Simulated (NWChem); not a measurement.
# Run report: C$_{2}$H$_{6}$F$_{2}$OSi, single-point calculation (part 1 of 2)

The run: single-point calculation of C$_{2}$H$_{6}$F$_{2}$OSi, SMILES C[Si](F)(F)CO. Method and program: PBE/6-31G*, RKS (NWChem 7.2.2).

The geometry comes from this level: PBE0-D4/def2-TZVP.

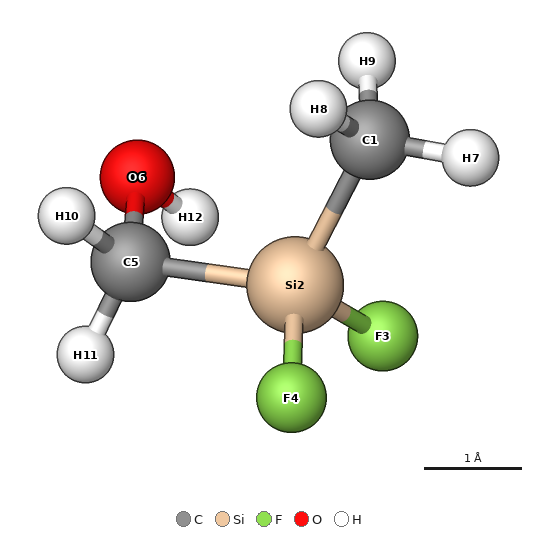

Fig. 1: The structure as given in the input (ball-and-stick view, seen at a tilt; atoms are numbered from 1 in the order of the input).

Input file
```
echo
START mol
memory 8000 mb

GEOMETRY noautosym nocenter noautoz
C    -1.555200   -0.440100    0.648200
Si    0.151400   -0.748000    0.032300
F     1.114400   -1.017900    1.280900
F     0.182300   -2.068900   -0.859500
C     0.933200    0.664600   -0.909400
O     1.111400    1.783500   -0.042500
H    -1.884000   -1.247800    1.305800
H    -2.259700   -0.365900   -0.183500
H    -1.587100    0.497700    1.207500
H     0.276600    0.999700   -1.717100
H     1.875200    0.360100   -1.386000
H     1.718600    1.527800    0.657200
END

BASIS "ao basis" spherical
* library 6-31G*
END

DFT
xc xpbe96 cpbe96
grid fine
convergence energy 1e-08 damp 40 ncydp 10
iterations 100
mulliken
noprint "final vectors analysis"
END

TASK dft
```

Hardware: 56 threads of Arm Neoverse N1, 90 GiB of memory available, host not shared.

Launch command:
```bash
nwchem mol.nw > mol.out
```

What the program printed
```
============================== echo of input deck ==============================
echo
START mol
memory 8000 mb

GEOMETRY noautosym nocenter noautoz
C    -1.555200   -0.440100    0.648200
Si    0.151400   -0.748000    0.032300
F     1.114400   -1.017900    1.280900
F     0.182300   -2.068900   -0.859500
C     0.933200    0.664600   -0.909400
O     1.111400    1.783500   -0.042500
H    -1.884000   -1.247800    1.305800
H    -2.259700   -0.365900   -0.183500
H    -1.587100    0.497700    1.207500
H     0.276600    0.999700   -1.717100
H     1.875200    0.360100   -1.386000
H     1.718600    1.527800    0.657200
END

BASIS "ao basis" spherical
* library 6-31G*
END

DFT
xc xpbe96 cpbe96
grid fine
convergence energy 1e-08 damp 40 ncydp 10
iterations 100
mulliken
noprint "final vectors analysis"
END

TASK dft
================================================================================

             Northwest Computational Chemistry Package (NWChem) 7.2.2
             --------------------------------------------------------

           Job information
           ---------------

    nwchem branch   = 7.2.2
    use scalapack   = T
    input           = mol.nw
    prefix          = mol.
    data base       = ./mol.db
    status          = startup
    nproc           =        1

           Memory information
           ------------------

    heap     =  262143998 doubles =   2000.0 Mbytes
    stack    =  262143995 doubles =   2000.0 Mbytes
    global   =  524288000 doubles =   4000.0 Mbytes (distinct from heap & stack)
    total    = 1048575993 doubles =   8000.0 Mbytes
    verify   = yes
    hardfail = no

           Directory information
           ---------------------

  0 permanent = .
  0 scratch   = .

                                NWChem Input Module
                                -------------------

 Scaling coordinates for geometry "geometry" by  1.889725989
 (inverse scale =  0.529177249)

                             Geometry "geometry" -> ""
                             -------------------------

 Output coordinates in angstroms (scale by  1.889725989 to convert to a.u.)

  No.       Tag          Charge          X              Y              Z
 ---- ---------------- ---------- -------------- -------------- --------------
    1 C                    6.0000    -1.55520000    -0.44010000     0.64820000
    2 Si                  14.0000     0.15140000    -0.74800000     0.03230000
    3 F                    9.0000     1.11440000    -1.01790000     1.28090000
    4 F                    9.0000     0.18230000    -2.06890000    -0.85950000
    5 C                    6.0000     0.93320000     0.66460000    -0.90940000
    6 O                    8.0000     1.11140000     1.78350000    -0.04250000
    7 H                    1.0000    -1.88400000    -1.24780000     1.30580000
    8 H                    1.0000    -2.25970000    -0.36590000    -0.18350000
    9 H                    1.0000    -1.58710000     0.49770000     1.20750000
   10 H                    1.0000     0.27660000     0.99970000    -1.71710000
   11 H                    1.0000     1.87520000     0.36010000    -1.38600000
   12 H                    1.0000     1.71860000     1.52780000     0.65720000

      Atomic Mass
      -----------

      C                 12.000000
      Si                27.976930
      F                 18.998400
      O                 15.994910
      H                  1.007825

 Effective nuclear repulsion energy (a.u.)     334.7722959541

            Nuclear Dipole moment (a.u.)
            ----------------------------
        X                 Y               Z
 ---------------- ---------------- ----------------
    32.2929605010   -39.4321563133     4.1980262836

            XYZ format geometry
            -------------------
    12
 geometry
 C                    -1.55520000    -0.44010000     0.64820000
 Si                    0.15140000    -0.74800000     0.03230000
 F                     1.11440000    -1.01790000     1.28090000
 F                     0.18230000    -2.06890000    -0.85950000
 C                     0.93320000     0.66460000    -0.90940000
 O                     1.11140000     1.78350000    -0.04250000
 H                    -1.88400000    -1.24780000     1.30580000
 H                    -2.25970000    -0.36590000    -0.18350000
 H                    -1.58710000     0.49770000     1.20750000
 H                     0.27660000     0.99970000    -1.71710000
 H                     1.87520000     0.36010000    -1.38600000
 H                     1.71860000     1.52780000     0.65720000

 ==============================================================================
                                internuclear distances
 ------------------------------------------------------------------------------
       center one      |      center two      | atomic units |  angstroms
 ------------------------------------------------------------------------------
    2 Si               |   1 C                |     3.47762  |     1.84028
    3 F                |   2 Si               |     3.02310  |     1.59976
    4 F                |   2 Si               |     3.01234  |     1.59406
    5 C                |   2 Si               |     3.53204  |     1.86908
    6 O                |   5 C                |     2.69590  |     1.42661
    7 H                |   1 C                |     2.06398  |     1.09221
    8 H                |   1 C                |     2.06452  |     1.09250
    9 H                |   1 C                |     2.06431  |     1.09238
   10 H                |   5 C                |     2.06646  |     1.09352
   11 H                |   5 C                |     2.07632  |     1.09874
   12 H                |   6 O                |     1.81616  |     0.96107
 ------------------------------------------------------------------------------
                         number of included internuclear distances:         11
 ==============================================================================

 ==============================================================================
                                 internuclear angles
 ------------------------------------------------------------------------------
        center 1       |       center 2       |       center 3       |  degrees
 ------------------------------------------------------------------------------
    2 Si               |   1 C                |   7 H                |   110.91
    2 Si               |   1 C                |   8 H                |   110.77
    2 Si               |   1 C                |   9 H                |   110.00
    7 H                |   1 C                |   8 H                |   108.33
    7 H                |   1 C                |   9 H                |   108.53
    8 H                |   1 C                |   9 H                |   108.22
    1 C                |   2 Si               |   3 F                |   108.98
    1 C                |   2 Si               |   4 F                |   110.11
    1 C                |   2 Si               |   5 C                |   115.47
    3 F                |   2 Si               |   4 F                |   106.57
    3 F                |   2 Si               |   5 C                |   105.60
    4 F                |   2 Si               |   5 C                |   109.65
    2 Si               |   5 C                |   6 O                |   109.81
    2 Si               |   5 C                |  10 H                |   110.65
    2 Si               |   5 C                |  11 H                |   111.57
    6 O                |   5 C                |  10 H                |   106.47
    6 O                |   5 C                |  11 H                |   111.95
   10 H                |   5 C                |  11 H                |   106.22
    5 C                |   6 O                |  12 H                |   108.22
 ------------------------------------------------------------------------------
                            number of included internuclear angles:         19
 ==============================================================================

 Summary of "ao basis" -> "" (spherical)
 ------------------------------------------------------------------------------
       Tag                 Description            Shells   Functions and Types
 ---------------- ------------------------------  ------  ---------------------
 *                           6-31G*                   on all atoms

  pbe96 is a nonlocal functional; adding pw91lda local functional.

                                 NWChem DFT Module
                                 -----------------

                      Basis "ao basis" -> "ao basis" (spherical)
                      -----
  [basis functions not shown]

 Summary of "ao basis" -> "ao basis" (spherical)
 ------------------------------------------------------------------------------
       Tag                 Description            Shells   Functions and Types
 ---------------- ------------------------------  ------  ---------------------
 C                           6-31G*                  6       14   3s2p1d
 Si                          6-31G*                  8       18   4s3p1d
 F                           6-31G*                  6       14   3s2p1d
 O                           6-31G*                  6       14   3s2p1d
 H                           6-31G*                  2        2   2s

 Summary of "ao basis" -> "ao basis" (spherical)
```
